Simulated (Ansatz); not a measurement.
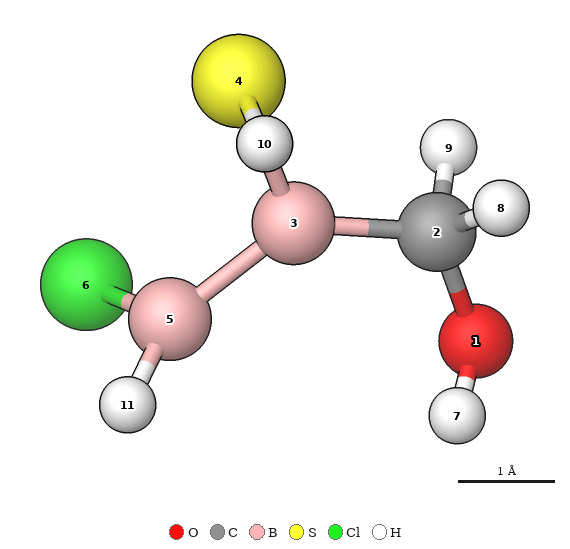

The input geometry (ball-and-stick view, seen at a tilt; atoms are numbered from 1 in the order of the input).

## Run report: CH5B2ClOS, phonon calculation

- system: CH5B2ClOS
- method: RKS PBE0-D4/def2-SVP (Ansatz 0.2.0)

It belongs to a series of runs on one base structure; here: vibrations at the highest image of the band. Figures and captions count atoms from 1; the log counts them from 0 in places.

**Input file**
```yaml
crystal:
  periodic: [false, false, false]
  atoms:
    - { symbol: O, position_ang: [-1.556752, -0.981787, -1.055397] }
    - { symbol: C, position_ang: [-0.310774, -1.175972, -0.432751] }
    - { symbol: B, position_ang: [0.419212, 0.07269, 0.14333] }
    - { symbol: S, position_ang: [2.063824, -0.153762, 1.030132] }
    - { symbol: B, position_ang: [0.02666, 1.695479, 0.009231] }
    - { symbol: Cl, position_ang: [0.625757, 2.544481, -1.405322] }
    - { symbol: H, position_ang: [-2.148751, -0.566651, -0.421465] }
    - { symbol: H, position_ang: [-0.31569, -2.004674, 0.310902] }
    - { symbol: H, position_ang: [0.393952, -1.550404, -1.206281] }
    - { symbol: H, position_ang: [1.426268, -0.295472, 2.214678] }
    - { symbol: H, position_ang: [-0.558406, 2.359073, 0.833443] }
basis:
  gaussian: { orbitals: def2-SVP }
hamiltonian:
  xc: pbe0
  dispersion: d4
phonons: {}
```

Run on 2 threads of Intel Xeon (Sapphire Rapids), 16 GiB of memory available, shared host.

Run as:
```bash
ansatz run input.yaml --threads 2 --pin off --max-ram 3072MiB --backend cpu --events-out ev --progress --plain --runs-dir out
```

**The program's output**
```
Engine: ansatz 0.2.0, x86_64-unknown-linux-gnu
Functional definition: PBE0
  parameter a = 0.25
  parameter kappa = 0.804
  parameter beta = 0.06672455060314922
  exchange = (1 - a)*pbe_x(kappa = kappa, mu = beta*pi^2/3) + a*exact_x
  correlation = pbe_c(beta = beta)
1251 factors; integrals over basis functions are off by at most 3.7e-4 eV
mean field evaluation 1: about -27848.3240 eV, gradient 4.3e1 eV
mean field evaluation 2: about -27846.6850 eV, gradient 5.3e1 eV
mean field evaluation 4: about -27852.4613 eV, gradient 2.1e0 eV
mean field evaluation 8: about -27852.5306 eV, gradient 2.4e-1 eV
mean field evaluation 16: about -27852.5308 eV, gradient 5.4e-5 eV
mean field -27852.53082303 eV, -1023.5616286229 hartree, gradient 5.4e-5 eV, S^2 0.000000; 0 other end points of the search recorded, 0 dependent functions left out
the calculation of the forces begins
reference -27852.53084856 eV, -1023.5616295611 hartree; 31, 31 occupied and 86, 86 virtual orbitals, 1251 factors
these checks for a lower state are left out or cut short: stability, starts, cluster_reference, orbital_swaps, neighbouring_geometries, increment
1251 factors; integrals over basis functions are off by at most 3.7e-4 eV
mean field -27852.53064021 eV, -1023.5616219046 hartree, gradient 8.7e-7 eV, S^2 0.000000; 0 other end points of the search recorded, 0 dependent functions left out
[... from here on the field's lines of each further geometry are left out, up to the last ...]
the calculation of the forces begins
reference -27852.53080881 eV, -1023.5616281004 hartree; 31, 31 occupied and 86, 86 virtual orbitals, 1251 factors
these checks for a lower state are left out or cut short: stability, starts, cluster_reference, orbital_swaps, neighbouring_geometries, increment
1251 factors; integrals over basis functions are off by at most 3.7e-4 eV
mean field -27852.53078771 eV, -1023.5616273249 hartree, gradient 1.2e-6 eV, S^2 0.000000; 0 other end points of the search recorded, 0 dependent functions left out
the calculation of the forces begins
reference -27852.53081324 eV, -1023.5616282630 hartree; 31, 31 occupied and 86, 86 virtual orbitals, 1251 factors
WARN: phonons: modes at or below zero, which the zero-point energy, F, S and C_V leave out: 1, the lowest at -464.86 cm⁻¹. A minimum has none, and a first-order saddle one
Total energy: -27852.76677626 eV, -1023.5702997443 hartree
Atom 0 at    -1.556752    -0.981787    -1.055397 Å, force     0.001155    -0.001235     0.001981 eV/Å
Atom 1 at    -0.310774    -1.175972    -0.432751 Å, force    -0.002114     0.002220     0.000497 eV/Å
Atom 2 at     0.419212     0.072690     0.143330 Å, force    -0.003648    -0.001997    -0.002255 eV/Å
Atom 3 at     2.063824    -0.153762     1.030132 Å, force     0.002427    -0.000123    -0.000042 eV/Å
Atom 4 at     0.026660     1.695479     0.009231 Å, force    -0.000992     0.000812     0.002604 eV/Å
Atom 5 at     0.625757     2.544481    -1.405322 Å, force     0.000576     0.001135    -0.001343 eV/Å
Atom 6 at    -2.148751    -0.566651    -0.421465 Å, force     0.000385     0.000423    -0.000884 eV/Å
Atom 7 at    -0.315690    -2.004674     0.310902 Å, force     0.000544    -0.000376    -0.000245 eV/Å
Atom 8 at     0.393952    -1.550404    -1.206281 Å, force     0.001164     0.000158    -0.000251 eV/Å
Atom 9 at     1.426268    -0.295472     2.214678 Å, force    -0.000871     0.000087     0.000910 eV/Å
Atom 10 at    -0.558406     2.359073     0.833443 Å, force     0.001376    -0.001103    -0.000971 eV/Å
Dipole moment:    -0.223257    -0.130711     0.442947 e Å
Vibrations: -464.86 50.72 87.77 107.52 135.74 173.33 246.67 342.33 378.58 555.25 634.88 738.12 792.02 834.91 897.41 1005.46 1118.22 1158.39 1217.80 1321.65 1361.73 1397.72 2622.67 2705.49 2972.53 3027.77 3899.41 cm⁻¹, zero-point energy 1.846378 eV
```

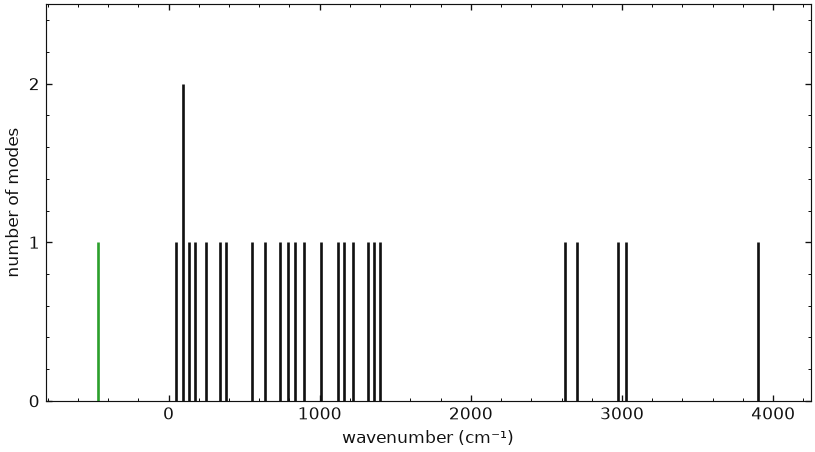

Harmonic vibrational wavenumbers from the force constants; neighbouring modes closer than 20 cm⁻¹ are counted in one stick, and imaginary ones are drawn at negative wavenumbers. 27 modes from 465i to 3899 cm⁻¹, 1 imaginary beyond 8i (465i cm⁻¹): a first-order saddle point, if the geometry is stationary.

**Results in brief**

| quantity | value |
| --- | --- |
| outcome | converged |
| total energy | −27852.7668 eV |
| mean-field energy | −27852.5308 eV |
| largest force (length of the vector) | 0.005 eV/Å |
| wall time | 1.9 min (CPU time 3.7 min) |
| peak memory | 0.3 GiB |
